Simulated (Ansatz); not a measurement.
## CH₅FOSn: geometry relaxation (part 2 of 2)

The same run, continued: CH₅FOSn; RKS B3LYP-D4/def2-SVP (Ansatz 0.2.0). It belongs to a series of runs on one base structure; here: end point B relaxed.

Geometry of the input (Å):
```
F  -2.0429  1.6632  0.1550
C  -1.1778  0.6825  0.2872
O  -0.1562  0.8869  -0.6312
Sn 1.2434  -0.6006  -0.3736
H  -0.7958  0.6940  1.3166
H  -1.6911  -0.2614  0.0805
H  2.5934  -0.3142  -1.4372
H  1.7924  -0.4654  1.2957
H  0.5595  -2.0980  -0.6467
```

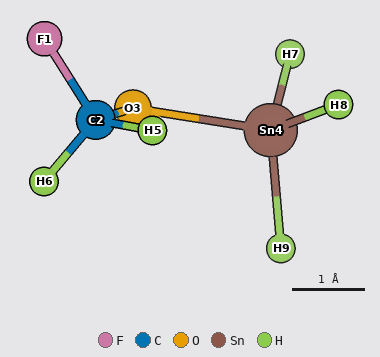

*The geometry at step 16 of the log (ball-and-stick view, seen at a tilt; atoms are numbered from 1 in the order of the input).*

## Trajectory as extended XYZ, continued
```
9
Properties=species:S:1:pos:R:3:forces:R:3 step=5 energy=-11710.65492 accepted=F
F    -1.9703    1.8080   -0.0116    0.0273   0.0237  -0.0466
C    -1.2207    0.7014    0.2905   -0.1529  -0.0185   0.1666
O    -0.1093    0.6876   -0.5085    0.0215  -0.0123  -0.0049
Sn    1.3590   -0.6729   -0.3257    0.0813   0.0294  -0.0900
H    -0.9697    0.7680    1.3745    0.0148  -0.0102  -0.0334
H    -1.8737   -0.1862    0.1288    0.0196   0.0049  -0.0171
H     2.4492   -0.1098   -1.5126    0.0251  -0.0418   0.0168
H     1.9666   -0.5893    1.2798   -0.0179   0.0208   0.0112
H     0.6936   -2.2199   -0.6689   -0.0188   0.0039  -0.0027
9
Properties=species:S:1:pos:R:3:forces:R:3 step=6 energy=-11710.65772
F    -1.9640    1.8135   -0.0118   -0.0124   0.0084   0.0061
C    -1.2304    0.6991    0.2994    0.0126   0.0008  -0.0109
O    -0.1161    0.6773   -0.5009    0.0105  -0.0124  -0.0038
Sn    1.3674   -0.6691   -0.3361   -0.0136   0.0050   0.0072
H    -0.9780    0.7643    1.3815    0.0036  -0.0024   0.0029
H    -1.8882   -0.1830    0.1334   -0.0006  -0.0002  -0.0023
H     2.4768   -0.1295   -1.5153   -0.0044   0.0029  -0.0001
H     1.9618   -0.5716    1.2744    0.0008  -0.0013  -0.0002
H     0.6955   -2.2141   -0.6783    0.0035  -0.0008   0.0013
9
Properties=species:S:1:pos:R:3:forces:R:3 step=7 energy=-11710.65786
F    -1.9607    1.8177   -0.0029    0.0086  -0.0041   0.0007
C    -1.2292    0.6983    0.2968   -0.0086   0.0019   0.0092
O    -0.1180    0.6759   -0.5076   -0.0068  -0.0009  -0.0028
Sn    1.3657   -0.6685   -0.3347    0.0073   0.0003  -0.0018
H    -0.9718    0.7551    1.3786   -0.0018  -0.0021  -0.0039
H    -1.8913   -0.1801    0.1277    0.0017   0.0051  -0.0015
H     2.4732   -0.1284   -1.5151    0.0013  -0.0014  -0.0002
H     1.9587   -0.5667    1.2760   -0.0019   0.0022   0.0003
H     0.6981   -2.2163   -0.6726    0.0002  -0.0010   0.0000
9
Properties=species:S:1:pos:R:3:forces:R:3 step=8 energy=-11710.65795
F    -1.9560    1.8226    0.0045    0.0168  -0.0098  -0.0005
C    -1.2293    0.6974    0.2954   -0.0149   0.0040   0.0149
O    -0.1205    0.6729   -0.5122   -0.0145   0.0027  -0.0017
Sn    1.3654   -0.6681   -0.3340    0.0138  -0.0016  -0.0055
H    -0.9687    0.7465    1.3768   -0.0040  -0.0020  -0.0063
H    -1.8969   -0.1763    0.1229    0.0029   0.0069  -0.0013
H     2.4716   -0.1283   -1.5157    0.0033  -0.0026  -0.0001
H     1.9573   -0.5613    1.2767   -0.0030   0.0036   0.0008
H     0.7019   -2.2184   -0.6682   -0.0006  -0.0011  -0.0002
9
Properties=species:S:1:pos:R:3:forces:R:3 step=9 energy=-11710.65201 accepted=F
F    -1.8778    1.9014    0.1163    0.3135  -0.4736   0.0312
C    -1.2351    0.6834    0.2747   -0.1814   0.1292   0.1046
O    -0.1613    0.6228   -0.5793   -0.1895   0.0603   0.0942
Sn    1.3629   -0.6629   -0.3254    0.0696  -0.0202  -0.0355
H    -0.9263    0.6124    1.3518   -0.1577   0.0403  -0.2634
H    -1.9893   -0.1141    0.0500    0.1496   0.2317   0.0840
H     2.4512   -0.1287   -1.5259    0.0253  -0.0177   0.0020
H     1.9364   -0.4742    1.2863   -0.0289   0.0144  -0.0213
H     0.7640   -2.2529   -0.6023   -0.0005   0.0356   0.0043
9
Properties=species:S:1:pos:R:3:forces:R:3 step=10 energy=-11710.65836
F    -1.9301    1.8407    0.0285   -0.0260   0.0312   0.0153
C    -1.2318    0.6932    0.2948    0.0067  -0.0338  -0.0556
O    -0.1393    0.6489   -0.5346    0.0125   0.0167   0.0243
Sn    1.3671   -0.6651   -0.3363    0.0054  -0.0110  -0.0084
H    -0.9558    0.7188    1.3731    0.0181   0.0013  -0.0056
H    -1.9227   -0.1604    0.1177   -0.0204   0.0054   0.0159
H     2.4793   -0.1285   -1.5160   -0.0144  -0.0016   0.0137
H     1.9393   -0.5374    1.2795    0.0067   0.0067   0.0041
H     0.7188   -2.2233   -0.6605    0.0113  -0.0149  -0.0038
9
Properties=species:S:1:pos:R:3:forces:R:3 step=11 energy=-11710.65997
F    -1.8736    1.8901    0.0913    0.0859  -0.1570   0.0486
C    -1.2389    0.6860    0.2882   -0.0315   0.0058  -0.1048
O    -0.1743    0.6051   -0.5779   -0.0698   0.0142   0.1053
Sn    1.3646   -0.6657   -0.3363    0.0255   0.0067  -0.0076
H    -0.9313    0.6470    1.3611   -0.0322   0.0095  -0.1136
H    -1.9870   -0.1175    0.0900    0.0419   0.1189   0.0642
H     2.4783   -0.1283   -1.5149   -0.0180  -0.0010   0.0083
H     1.9161   -0.4782    1.2824   -0.0110  -0.0049  -0.0093
H     0.7708   -2.2514   -0.6376    0.0092   0.0078   0.0090
9
Properties=species:S:1:pos:R:3:forces:R:3 step=12 energy=-11710.66121
F    -1.8385    1.9114    0.1197    0.1036  -0.2048   0.0402
C    -1.2409    0.6815    0.2829   -0.0122   0.0330  -0.1000
O    -0.1905    0.5805   -0.5997   -0.1154  -0.0005   0.1371
Sn    1.3688   -0.6630   -0.3377   -0.0217   0.0043   0.0040
H    -0.9191    0.6123    1.3508   -0.0523   0.0059  -0.1321
H    -2.0193   -0.0928    0.0801    0.0765   0.1432   0.0634
H     2.4685   -0.1160   -1.5245   -0.0005  -0.0100   0.0233
H     1.8939   -0.4639    1.2885    0.0114   0.0215  -0.0200
H     0.8017   -2.2631   -0.6139    0.0105   0.0074  -0.0159
9
Properties=species:S:1:pos:R:3:forces:R:3 step=13 energy=-11710.66120 accepted=F
F    -1.7553    1.9601    0.1829    0.1974  -0.4645   0.0150
C    -1.2536    0.6714    0.2745   -0.0139   0.1222  -0.1014
O    -0.2359    0.5153   -0.6429   -0.2620  -0.0275   0.2486
Sn    1.3652   -0.6699   -0.3337   -0.0162   0.0695  -0.0184
H    -0.9042    0.5345    1.3300   -0.1409   0.0197  -0.2098
H    -2.1049   -0.0286    0.0648    0.2516   0.2651   0.0823
H     2.4648   -0.1090   -1.5124    0.0145  -0.0033  -0.0161
H     1.8790   -0.3903    1.2861   -0.0357  -0.0248  -0.0295
H     0.8696   -2.2965   -0.6030    0.0053   0.0436   0.0294
9
Properties=species:S:1:pos:R:3:forces:R:3 step=14 energy=-11710.66614
F    -1.7936    1.9328    0.1415    0.0648  -0.1103   0.0220
C    -1.2488    0.6776    0.2802   -0.0087   0.0062  -0.0492
O    -0.2149    0.5399   -0.6136   -0.0906  -0.0021   0.0767
Sn    1.3707   -0.6647   -0.3374   -0.0089  -0.0008   0.0061
H    -0.9215    0.5797    1.3426   -0.0326  -0.0009  -0.0853
H    -2.0634   -0.0558    0.0778    0.0630   0.0904   0.0349
H     2.4669   -0.1077   -1.5225    0.0002  -0.0023   0.0110
H     1.8897   -0.4375    1.2864    0.0034   0.0155  -0.0088
H     0.8397   -2.2773   -0.6088    0.0094   0.0043  -0.0073
9
Properties=species:S:1:pos:R:3:forces:R:3 step=15 energy=-11710.67394
F    -1.7086    1.9695    0.1785    0.0964  -0.1634   0.0117
C    -1.2596    0.6696    0.2754   -0.0459   0.0077  -0.0427
O    -0.2604    0.4632   -0.6425   -0.1371  -0.0019   0.0631
Sn    1.3740   -0.6680   -0.3366   -0.0215   0.0139  -0.0002
H    -0.9193    0.5220    1.3266   -0.0441   0.0065  -0.0496
H    -2.1374    0.0092    0.0779    0.1347   0.1180   0.0170
H     2.4598   -0.0860   -1.5197    0.0059  -0.0025   0.0046
H     1.8704   -0.3902    1.2871   -0.0082   0.0007  -0.0143
H     0.9059   -2.3022   -0.6004    0.0199   0.0211   0.0104
9
Properties=species:S:1:pos:R:3:forces:R:3 step=16 energy=-11710.67855
F    -1.5829    2.0178    0.2356    0.2059  -0.6059  -0.0072
C    -1.2782    0.6576    0.2702   -0.1579   0.1268  -0.1201
O    -0.3347    0.3584   -0.6854   -0.2949   0.0258   0.2034
Sn    1.3715   -0.6623   -0.3453   -0.0230  -0.0204   0.0329
H    -0.9223    0.4355    1.3052   -0.1464   0.0581  -0.1213
H    -2.2425    0.1075    0.0765    0.4787   0.2912   0.0535
H     2.4624   -0.0632   -1.5155   -0.0209   0.0238  -0.0232
H     1.8419   -0.3322    1.2772   -0.0387   0.0194  -0.0162
H     1.0097   -2.3321   -0.5723   -0.0029   0.0811  -0.0017
9
Properties=species:S:1:pos:R:3:forces:R:3 step=17 energy=-11710.72612
F    -1.3940    2.0284    0.2360    0.1763  -0.2026  -0.0249
C    -1.2926    0.6459    0.2765    0.0535   0.0059  -0.1566
O    -0.4229    0.1793   -0.6741   -0.0998   0.0194   0.1010
Sn    1.3809   -0.6729   -0.3458   -0.1493   0.1544   0.0322
H    -0.9906    0.3828    1.3124   -0.0285   0.0028   0.0305
H    -2.3095    0.2529    0.0717    0.0402   0.0143   0.0215
H     2.4128    0.0103   -1.5257   -0.0026   0.0148  -0.0003
H     1.8017   -0.2846    1.2753    0.0074  -0.0060  -0.0030
H     1.1390   -2.3552   -0.5799    0.0027  -0.0030  -0.0003
9
Properties=species:S:1:pos:R:3:forces:R:3 step=18 energy=-11710.75325
F    -1.2809    2.0202    0.2192    0.1496  -0.0631  -0.0193
C    -1.2980    0.6364    0.2781    0.0780  -0.0043  -0.0485
O    -0.4748    0.0809   -0.6581    0.0088  -0.0620  -0.0070
Sn    1.3768   -0.6716   -0.3449   -0.1549   0.1574   0.0326
H    -1.0265    0.3661    1.3204   -0.0208  -0.0101   0.0366
H    -2.3386    0.3266    0.0710   -0.0754  -0.0178   0.0061
H     2.3793    0.0554   -1.5244   -0.0003   0.0272  -0.0001
H     1.7830   -0.2682    1.2760    0.0110  -0.0076  -0.0032
H     1.2044   -2.3588   -0.5909    0.0039  -0.0196   0.0028
9
Properties=species:S:1:pos:R:3:forces:R:3 step=19 energy=-11710.77535
F    -1.0879    2.0003    0.2002    0.0105  -0.7154  -0.0149
C    -1.3137    0.6139    0.2719   -0.0637   0.1107  -0.2723
O    -0.5778   -0.0796   -0.6591   -0.1560   0.3211   0.4225
Sn    1.3508   -0.6349   -0.3461   -0.0232  -0.1932  -0.0411
H    -1.0763    0.3165    1.3179   -0.0667   0.1043  -0.0672
H    -2.4045    0.4467    0.0722    0.4874   0.1286   0.0171
H     2.3468    0.1291   -1.5127   -0.0957   0.0581  -0.0020
H     1.8043   -0.2637    1.2709   -0.1063   0.0952  -0.0045
H     1.2831   -2.3413   -0.5689    0.0137   0.0906  -0.0375
9
Properties=species:S:1:pos:R:3:forces:R:3 step=20 energy=-11710.83885
F    -0.9016    1.9342    0.1699    0.0720  -0.1140  -0.0542
C    -1.3105    0.6088    0.2820    0.1767  -0.1189   0.0324
O    -0.6225   -0.2142   -0.5595    0.0006  -0.0291  -0.0345
Sn    1.3428   -0.6727   -0.3429   -0.1352   0.2682   0.1018
H    -1.1802    0.3410    1.3524   -0.0348   0.0343   0.0236
H    -2.3819    0.5698    0.0140   -0.0323   0.0358  -0.0267
H     2.2049    0.2148   -1.5243   -0.0102   0.0369  -0.0094
H     1.7432   -0.2414    1.2717    0.0178  -0.0045   0.0004
H     1.4306   -2.3534   -0.6168   -0.0545  -0.1085  -0.0335
9
Properties=species:S:1:pos:R:3:forces:R:3 step=21 energy=-11710.85601
F    -0.8440    1.9006    0.1313    0.1176  -0.0041  -0.0165
C    -1.3071    0.5982    0.2835    0.0644  -0.0553  -0.0582
O    -0.6406   -0.2729   -0.5219    0.0171  -0.0770  -0.0331
Sn    1.3406   -0.6680   -0.3346   -0.1471   0.1881   0.0740
H    -1.2060    0.3632    1.3628   -0.0051   0.0083   0.0742
H    -2.3745    0.6000   -0.0020   -0.0497  -0.0142  -0.0123
H     2.1656    0.2602   -1.5106   -0.0009   0.0310  -0.0135
H     1.7538   -0.2498    1.2795    0.0189  -0.0095   0.0064
H     1.4369   -2.3446   -0.6419   -0.0151  -0.0674  -0.0208
9
Properties=species:S:1:pos:R:3:forces:R:3 step=22 energy=-11710.87690
F    -0.6836    1.8224    0.0609   -0.0989  -0.4135   0.1015
C    -1.3077    0.5803    0.2832    0.0493  -0.0129  -0.1855
O    -0.7065   -0.4118   -0.4448   -0.1010   0.3281   0.2540
Sn    1.3088   -0.6519   -0.3204    0.0147   0.0053  -0.0371
H    -1.2698    0.4045    1.3845    0.0631   0.0913  -0.1631
H    -2.3677    0.6891   -0.0372    0.2337  -0.0513  -0.0010
H     2.0702    0.3485   -1.4894   -0.0743   0.0002   0.0418
H     1.7711   -0.2774    1.2925   -0.0373   0.0206  -0.0067
H     1.5099   -2.3167   -0.6828   -0.0493   0.0321  -0.0041
9
Properties=species:S:1:pos:R:3:forces:R:3 step=23 energy=-11710.88244
F    -0.5849    1.7593    0.0391   -0.1215  -0.2540   0.0757
C    -1.2792    0.5564    0.2765   -0.1496   0.1169  -0.0320
O    -0.7071   -0.4726   -0.3985   -0.0061   0.0814   0.0362
Sn    1.3145   -0.6470   -0.3088   -0.1304   0.0302  -0.0750
H    -1.2727    0.4151    1.3819    0.0228   0.0868  -0.0862
H    -2.3240    0.7045   -0.0762    0.2030   0.0032   0.0390
H     1.9759    0.4283   -1.4737    0.0239  -0.1108   0.0578
H     1.7390   -0.2452    1.3085    0.0533  -0.0513  -0.0345
H     1.4633   -2.3119   -0.7025    0.1046   0.0977   0.0190
9
Properties=species:S:1:pos:R:3:forces:R:3 step=24 energy=-11710.89372
F    -0.5800    1.7462    0.0511   -0.0215  -0.0168  -0.0125
C    -1.2979    0.5658    0.2819    0.0464   0.0262   0.0650
O    -0.7191   -0.4808   -0.3616   -0.0843  -0.0339  -0.0342
Sn    1.2974   -0.6499   -0.3124    0.0997   0.0379   0.0153
H    -1.3196    0.4471    1.3872   -0.0215  -0.0047  -0.0203
H    -2.3232    0.7220   -0.1026    0.0019   0.0101  -0.0149
H     1.9688    0.4122   -1.4775   -0.0147  -0.0235   0.0077
H     1.7767   -0.2756    1.2948    0.0133  -0.0101  -0.0040
H     1.5217   -2.3000   -0.7145   -0.0192   0.0150  -0.0019
9
Properties=species:S:1:pos:R:3:forces:R:3 step=25 energy=-11710.89522
F    -0.5532    1.7268    0.0787    0.0221   0.0336  -0.0034
C    -1.3015    0.5629    0.2843   -0.0547  -0.0558   0.0026
O    -0.7230   -0.4960   -0.3415    0.0398   0.0100   0.0208
Sn    1.3024   -0.6414   -0.3087   -0.0275  -0.0045  -0.0062
H    -1.3699    0.4425    1.3873    0.0139  -0.0010  -0.0161
H    -2.3091    0.7406   -0.1374    0.0063   0.0148  -0.0013
H     1.9477    0.4120   -1.4935   -0.0031   0.0002   0.0010
H     1.8153   -0.2683    1.2871    0.0030   0.0040   0.0057
H     1.5161   -2.2921   -0.7100    0.0002  -0.0015  -0.0032
9
Properties=species:S:1:pos:R:3:forces:R:3 step=26 energy=-11710.89547
F    -0.5432    1.7211    0.0863   -0.0084  -0.0021   0.0033
C    -1.3037    0.5609    0.2848    0.0012   0.0036  -0.0043
O    -0.7222   -0.5017   -0.3305   -0.0010  -0.0050   0.0018
Sn    1.3021   -0.6413   -0.3076    0.0017   0.0037   0.0000
H    -1.3841    0.4433    1.3867   -0.0025   0.0013  -0.0058
H    -2.3042    0.7475   -0.1504    0.0119   0.0008   0.0052
H     1.9373    0.4144   -1.4960   -0.0015  -0.0024   0.0000
H     1.8256   -0.2657    1.2846    0.0001  -0.0016  -0.0005
H     1.5172   -2.2915   -0.7116   -0.0016   0.0018   0.0002
```

## Summary

```json
{"quantity": "outcome", "value": "converged"}
{"quantity": "total energy", "value": "−11710.8957 eV"}
{"quantity": "mean-field energy", "value": "−11710.6426 eV"}
{"quantity": "largest force (length of the vector) at the end", "value": "0.013 eV/Å"}
{"quantity": "hardware", "value": "2 threads of Arm Neoverse V1, 24 GiB of memory available, shared host"}
{"quantity": "wall time", "value": "74 s (CPU time 2.3 min)"}
{"quantity": "peak memory", "value": "0.2 GiB"}
```
